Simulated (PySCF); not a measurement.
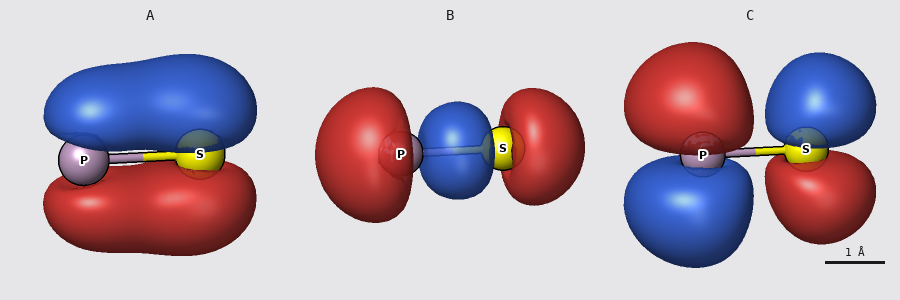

Figure 1: PS (charge +1). Three frontier orbitals, each drawn at the value that holds 80 % of its norm (blue and red are the two phases), in no order; of a degenerate pair one member is drawn.

Computed with PySCF 2.14.0, PBE0/x2c-SVPall, spin-free X2C-1e, Gaussian nucleus, at a bond length of 1.836 Å.

Question: Label each orbital by symmetry, say whether it is occupied, and order them by energy.

Answer: Orbital B: σ, occupied, −17.29 eV; shared between the atoms (P 55 %, S 45 %).
Orbital A: π, occupied, −16.96 eV; bonding, with no node between the atoms.
Orbital C: π, empty, −10.63 eV; antibonding, with a node between the atoms.
